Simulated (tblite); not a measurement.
C7H9BCl2: geometry relaxation

System: C7H9BCl2.
Method: GFN2-xTB geometry optimisation, gas phase (tblite 0.8.0).

It belongs to a series of runs on one base structure; here: constitutional isomer.

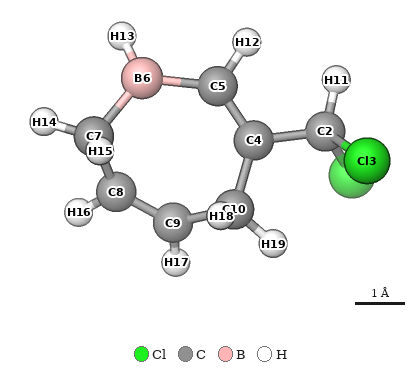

**Figure 1.** The input geometry (ball-and-stick view, seen on its broad side; atoms are numbered from 1 in the order of the input). Bond lengths as drawn: B–C 1.57 to 1.58 Å, B–H 1.20 Å, C–C 1.33 to 1.49 Å, C–Cl 1.79 to 1.81 Å and C–H 1.08 to 1.13 Å.

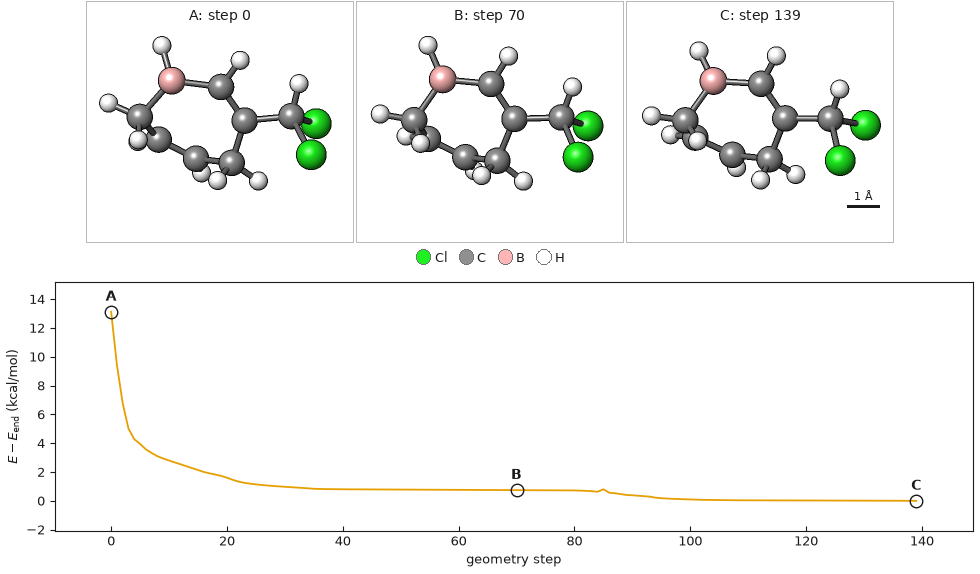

**Figure 2.** Frames of the relaxation (ball-and-stick view, seen at a tilt) above the curves, on which the letters mark them (steps are counted from 0).

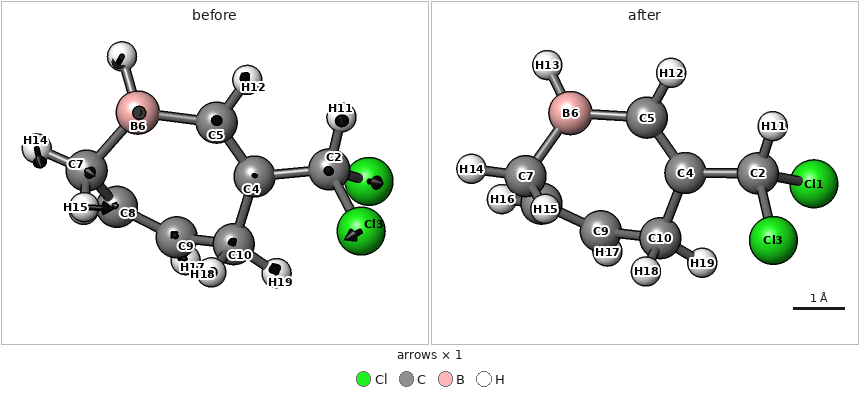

**Figure 3.** Before (left) and after (right) the relaxation, at one scale (ball-and-stick view, seen at a tilt). The black arrows give the displacements, at true length. The largest move after the best rigid fit is that of H14, 0.76 Å. By element the largest moves are H 0.76 Å, B 0.53 Å, Cl 0.50 Å, C 0.34 Å. Among the contacts that change: C10–H18 1.127 → 1.098 Å, C2–Cl3 1.814 → 1.788 Å, B6–H13 1.195 → 1.170 Å, C8–H16 1.106 → 1.081 Å. Among the angles that change: B6–C7–C8 107.4° → 87.3°, B6–C7–H15 107.1° → 116.0°, C5–B6–H13 112.8° → 121.6°. After 139 geometry steps the energy has fallen by 13.1 kcal/mol. Largest force component: 1.9 eV/Å at the start, 0.005 eV/Å at the end. (Atoms are counted from 1 in the order of the input.)

These pictures come from the run below.

### Input file
```
{"job": {"kind": "relax", "xc": "GFN2-xTB", "basis": "xTB"}, "charge": 0, "multiplicity": 1}
Cl     2.861100    -0.256400    -1.877900
C      2.521300     0.243900    -0.190200
Cl     3.439000    -0.806800     0.969200
C      1.053400     0.137400     0.042600
C      0.424100     1.267900     0.408200
B     -1.094600     1.514700     0.712100
C     -2.177800     0.362200     0.743400
C     -1.902400    -0.537900    -0.404200
C     -0.812800    -1.203900    -0.787600
C      0.522700    -1.240100    -0.142500
H      2.839700     1.298400    -0.090600
H      1.099900     2.127800     0.467100
H     -1.481300     2.571700     0.310200
H     -3.188100     0.796300     0.704800
H     -2.001600    -0.224900     1.667700
H     -2.769400    -0.701400    -1.070700
H     -0.896800    -1.798100    -1.690000
H      0.325400    -1.643000     0.891300
H      1.228500    -1.898300    -0.670400
```

The first line tells a small driver script what to run in tblite; the rest is the geometry in Å.

Launch command:
```bash
OMP_NUM_THREADS=1 python <driver script> task.json out
```

### Log
```
step      E/eV     max force
  0    -811.94038    1.964
  1    -812.10078    1.406
  2    -812.21624    0.820
  3    -812.29250    0.783
  4    -812.32409    0.462
  5    -812.33810    0.309
  6    -812.35455    0.411
  7    -812.36550    0.295
  8    -812.37527    0.244
  9    -812.38218    0.205
 10    -812.38818    0.205
 11    -812.39379    0.170
 12    -812.39956    0.172
 13    -812.40538    0.209
 14    -812.41136    0.207
 15    -812.41732    0.171
 16    -812.42261    0.160
 17    -812.42678    0.166
 18    -812.43040    0.174
 19    -812.43455    0.164
 20    -812.43999    0.166
 21    -812.44621    0.201
 22    -812.45161    0.181
 23    -812.45531    0.159
 24    -812.45784    0.126
 25    -812.46002    0.111
 26    -812.46193    0.091
 27    -812.46345    0.103
 28    -812.46479    0.111
 29    -812.46609    0.085
 30    -812.46726    0.076
 31    -812.46826    0.067
 32    -812.46928    0.081
 33    -812.47057    0.092
 34    -812.47203    0.112
 35    -812.47320    0.077
 36    -812.47384    0.044
 37    -812.47418    0.033
 38    -812.47441    0.036
 39    -812.47460    0.034
 40    -812.47474    0.030
 41    -812.47486    0.026
 42    -812.47498    0.024
 43    -812.47508    0.022
 44    -812.47516    0.023
 45    -812.47523    0.018
 46    -812.47529    0.019
 47    -812.47534    0.015
 48    -812.47540    0.019
 49    -812.47548    0.025
 50    -812.47556    0.027
 51    -812.47563    0.023
 52    -812.47568    0.020
 53    -812.47574    0.021
 54    -812.47582    0.030
 55    -812.47595    0.039
 56    -812.47611    0.036
 57    -812.47625    0.025
 58    -812.47635    0.021
 59    -812.47643    0.020
 60    -812.47650    0.022
 61    -812.47655    0.016
 62    -812.47658    0.014
 63    -812.47663    0.017
 64    -812.47669    0.022
 65    -812.47676    0.022
 66    -812.47681    0.016
 67    -812.47685    0.017
 68    -812.47688    0.015
 69    -812.47693    0.023
 70    -812.47700    0.024
 71    -812.47706    0.018
 72    -812.47712    0.020
 73    -812.47717    0.021
 74    -812.47725    0.030
 75    -812.47734    0.031
 76    -812.47743    0.023
 77    -812.47752    0.026
 78    -812.47763    0.030
 79    -812.47782    0.041
 80    -812.47816    0.061
 81    -812.47870    0.074
 82    -812.47946    0.069
 83    -812.48055    0.092
 84    -812.48218    0.127
 85    -812.47467    0.408
 86    -812.48508    0.109
 87    -812.48664    0.091
 88    -812.48928    0.204
 89    -812.49180    0.085
 90    -812.49275    0.086
 91    -812.49415    0.131
 92    -812.49569    0.080
 93    -812.49686    0.072
 94    -812.49994    0.095
 95    -812.50154    0.088
 96    -812.50269    0.068
 97    -812.50355    0.056
 98    -812.50417    0.060
 99    -812.50486    0.059
100    -812.50553    0.078
101    -812.50608    0.063
102    -812.50648    0.044
103    -812.50675    0.045
104    -812.50697    0.036
105    -812.50720    0.034
106    -812.50745    0.037
107    -812.50766    0.027
108    -812.50780    0.027
109    -812.50788    0.022
110    -812.50795    0.022
111    -812.50801    0.018
112    -812.50805    0.019
113    -812.50809    0.019
114    -812.50814    0.017
115    -812.50819    0.021
116    -812.50823    0.018
117    -812.50827    0.016
118    -812.50831    0.012
119    -812.50835    0.016
120    -812.50840    0.018
121    -812.50844    0.018
122    -812.50850    0.017
123    -812.50857    0.020
124    -812.50868    0.028
125    -812.50880    0.030
126    -812.50890    0.021
127    -812.50897    0.019
128    -812.50902    0.016
129    -812.50907    0.019
130    -812.50912    0.018
131    -812.50918    0.015
132    -812.50924    0.016
133    -812.50929    0.020
134    -812.50934    0.019
135    -812.50939    0.014
136    -812.50943    0.012
137    -812.50945    0.012
138    -812.50947    0.011
139    -812.50948    0.007
```

### Trajectory as extended XYZ (Å, eV, eV/Å), 6 of the 140 frames kept, from step=0 to step=139
```
19
Properties=species:S:1:pos:R:3:forces:R:3 step=0 energy=-811.94038
Cl    2.8611   -0.2564   -1.8779    0.2510   0.0560   0.1520
C     2.5213    0.2439   -0.1902    0.2070   0.2020  -0.2110
Cl    3.4390   -0.8068    0.9692   -0.2280   0.4120  -0.4220
C     1.0534    0.1374    0.0426    0.6320   0.1450   0.4180
C     0.4241    1.2679    0.4082   -0.3770  -0.1120   0.5300
B    -1.0946    1.5147    0.7121    0.3310   0.4230  -1.8890
C    -2.1778    0.3622    0.7434    0.7960   0.2010   1.1070
C    -1.9024   -0.5379   -0.4042   -0.5160  -0.7620  -1.2990
C    -0.8128   -1.2039   -0.7876   -0.9090   0.0120  -0.4060
C     0.5227   -1.2401   -0.1425   -0.5680  -0.0470   1.2560
H     2.8397    1.2984   -0.0906    0.3160  -0.5670   0.0490
H     1.0999    2.1278    0.4671   -0.4040  -0.0590   0.0450
H    -1.4813    2.5717    0.3102    0.1640  -0.1110   0.6750
H    -3.1881    0.7963    0.7048    0.3160  -0.6200   0.1580
H    -2.0016   -0.2249    1.6677   -0.5150   0.1420  -0.2620
H    -2.7694   -0.7014   -1.0707    0.3800   0.2740   0.4040
H    -0.8968   -1.7981   -1.6900   -0.0050  -0.0210   0.0780
H     0.3254   -1.6430    0.8913    0.4320   0.0990  -0.6410
H     1.2285   -1.8983   -0.6704   -0.3050   0.3340   0.2580
19
Properties=species:S:1:pos:R:3:forces:R:3 step=28 energy=-812.46479
Cl    2.9133   -0.2483   -1.8487    0.0240  -0.0260   0.0030
C     2.5254    0.2162   -0.1655   -0.0020   0.0120   0.0070
Cl    3.3309   -0.9129    0.9615    0.0080   0.0120  -0.0290
C     1.0435    0.2051    0.0373    0.0170  -0.0770   0.0470
C     0.4073    1.3568    0.3116    0.0380  -0.0470  -0.0930
B    -1.1098    1.5467    0.4981    0.0330  -0.0030   0.0430
C    -2.0361    0.2909    0.7203   -0.0290  -0.0330  -0.0030
C    -1.9624   -0.5703   -0.5103    0.0130   0.0060  -0.0030
C    -0.8659   -1.2175   -0.8685    0.0080   0.0570  -0.0240
C     0.4105   -1.1511   -0.0757   -0.0330  -0.0430   0.0090
H     2.9681    1.1997   -0.0021    0.0200   0.0200   0.0140
H     1.0433    2.2355    0.3726   -0.0360   0.0190  -0.0280
H    -1.5469    2.6314    0.4712   -0.0450   0.0370  -0.0160
H    -3.0729    0.5477    0.9258   -0.0360  -0.0220   0.0350
H    -1.6612   -0.3047    1.5587   -0.0170   0.0060   0.0240
H    -2.8599   -0.6334   -1.1092    0.0360   0.0150  -0.0070
H    -0.8517   -1.8513   -1.7429    0.0070   0.0450   0.0010
H     0.1771   -1.4797    0.9459    0.0170   0.0140   0.0240
H     1.1375   -1.8517   -0.4875   -0.0220   0.0060  -0.0040
19
Properties=species:S:1:pos:R:3:forces:R:3 step=56 energy=-812.47611
Cl    2.9343   -0.2817   -1.8345   -0.0050  -0.0040   0.0140
C     2.5309    0.2109   -0.1611   -0.0100   0.0020   0.0070
Cl    3.3419   -0.8969    0.9816   -0.0020   0.0070  -0.0050
C     1.0492    0.1925    0.0413   -0.0140  -0.0080  -0.0050
C     0.3973    1.3442    0.2758   -0.0040   0.0020  -0.0080
B    -1.1198    1.5277    0.4977    0.0020  -0.0020  -0.0020
C    -2.0331    0.2685    0.7607    0.0050  -0.0150  -0.0040
C    -1.9540   -0.5414   -0.5040    0.0010   0.0040  -0.0360
C    -0.8590   -1.1851   -0.8745    0.0010   0.0020  -0.0050
C     0.4047   -1.1587   -0.0601   -0.0170  -0.0220   0.0010
H     2.9651    1.2012   -0.0097    0.0100  -0.0090  -0.0030
H     1.0166    2.2363    0.2958   -0.0030   0.0100   0.0100
H    -1.5766    2.6054    0.4293    0.0080  -0.0180  -0.0050
H    -3.0706    0.5065    0.9879    0.0030  -0.0020   0.0050
H    -1.6416   -0.3467    1.5762    0.0040   0.0200   0.0110
H    -2.8353   -0.5526   -1.1288    0.0030  -0.0070   0.0140
H    -0.8327   -1.7720   -1.7809   -0.0060   0.0280   0.0220
H     0.1523   -1.4738    0.9616    0.0140   0.0080  -0.0150
H     1.1208   -1.8752   -0.4618    0.0090   0.0030   0.0020
19
Properties=species:S:1:pos:R:3:forces:R:3 step=83 energy=-812.48055
Cl    3.0481   -0.3885   -1.7320    0.0060   0.0450   0.0230
C     2.5495    0.2036   -0.1162   -0.0350   0.0050  -0.0090
Cl    3.2658   -0.8632    1.1277    0.0380   0.0410  -0.0040
C     1.0625    0.2081    0.0197   -0.0470  -0.0160   0.0010
C     0.3974    1.3469    0.2672   -0.0580  -0.0070  -0.0390
B    -1.1331    1.4886    0.4214   -0.0710  -0.0060  -0.0060
C    -2.0034    0.2464    0.8525   -0.0020  -0.0090   0.0260
C    -1.9795   -0.5041   -0.4495    0.0390  -0.0020  -0.0040
C    -0.8937   -1.1260   -0.8887    0.0040  -0.0130  -0.0590
C     0.4097   -1.1366   -0.1430   -0.0630  -0.0280  -0.0140
H     2.9854    1.1969    0.0047    0.0420  -0.0280   0.0350
H     0.9855    2.2589    0.3284    0.0450  -0.0790   0.0120
H    -1.6439    2.5069    0.1448    0.0110  -0.0060  -0.0050
H    -3.0281    0.4627    1.1444    0.0050   0.0390   0.0120
H    -1.5487   -0.3761    1.6248    0.0200   0.0330   0.0110
H    -2.8868   -0.5018   -1.0396    0.0680   0.0250   0.0500
H    -0.9188   -1.6721   -1.8193    0.0270  -0.0400  -0.0100
H     0.2107   -1.5201    0.8676    0.0250   0.0250  -0.0270
H     1.1114   -1.8212   -0.6224   -0.0520   0.0190   0.0060
19
Properties=species:S:1:pos:R:3:forces:R:3 step=111 energy=-812.50801
Cl    3.2836   -0.3423   -1.5160   -0.0020   0.0060  -0.0080
C     2.5469    0.1943    0.0260   -0.0010   0.0050  -0.0060
Cl    3.1151   -0.8909    1.3300    0.0030  -0.0150   0.0050
C     1.0570    0.1964   -0.0413   -0.0080   0.0030   0.0160
C     0.3620    1.3240    0.1421   -0.0010   0.0000   0.0030
B    -1.1779    1.4239    0.2173    0.0020  -0.0010   0.0010
C    -1.9208    0.2741    0.9878    0.0020  -0.0020  -0.0040
C    -1.9959   -0.4540   -0.3198    0.0010   0.0000  -0.0040
C    -0.9637   -1.0788   -0.8905    0.0010  -0.0030  -0.0010
C     0.4157   -1.1366   -0.3188   -0.0030  -0.0010   0.0000
H     2.9545    1.1840    0.2392    0.0110   0.0010   0.0010
H     0.9328    2.2349    0.2895    0.0030   0.0050  -0.0010
H    -1.7593    2.3138   -0.2712   -0.0070   0.0000  -0.0110
H    -2.9083    0.4728    1.3904   -0.0020  -0.0070  -0.0050
H    -1.3259   -0.2745    1.7129   -0.0030   0.0020   0.0060
H    -2.9506   -0.4379   -0.8271    0.0040   0.0060   0.0030
H    -1.1101   -1.6096   -1.8210   -0.0080   0.0020   0.0060
H     0.3677   -1.6703    0.6396    0.0080   0.0040  -0.0050
H     1.0673   -1.7139   -0.9766    0.0010  -0.0070   0.0040
19
Properties=species:S:1:pos:R:3:forces:R:3 step=139 energy=-812.50948
Cl    3.2445   -0.2511   -1.5675   -0.0010   0.0010   0.0020
C     2.5490    0.1938    0.0247   -0.0040   0.0020   0.0000
Cl    3.1512   -0.9634    1.2469    0.0000  -0.0010   0.0000
C     1.0578    0.1953   -0.0198    0.0000   0.0000   0.0000
C     0.3631    1.3249    0.1521    0.0020  -0.0010   0.0020
B    -1.1780    1.4260    0.2103    0.0050  -0.0030  -0.0040
C    -1.9343    0.2839    0.9787    0.0030   0.0050   0.0000
C    -1.9928   -0.4557   -0.3235    0.0020  -0.0040   0.0030
C    -0.9554   -1.0885   -0.8747    0.0010   0.0030  -0.0030
C     0.4181   -1.1408   -0.2881    0.0000   0.0030  -0.0030
H     2.9618    1.1707    0.2823    0.0010   0.0000  -0.0010
H     0.9350    2.2368    0.2911   -0.0040  -0.0030  -0.0010
H    -1.7537    2.3077   -0.3003    0.0030   0.0020   0.0000
H    -2.9278    0.4878    1.3636   -0.0010  -0.0050   0.0000
H    -1.3525   -0.2597    1.7182   -0.0020   0.0010   0.0000
H    -2.9405   -0.4413   -0.8434    0.0000   0.0010   0.0030
H    -1.0929   -1.6280   -1.8013   -0.0020  -0.0020   0.0000
H     0.3620   -1.6628    0.6760   -0.0040   0.0000  -0.0020
H     1.0755   -1.7266   -0.9327    0.0020   0.0000   0.0030
```

### Summary

```tsv
quantity	value
outcome	converged
total energy	−812.5095 eV
hardware	1 CPU thread, shared host
wall time	1.2 s
peak memory	0.18 GiB
```
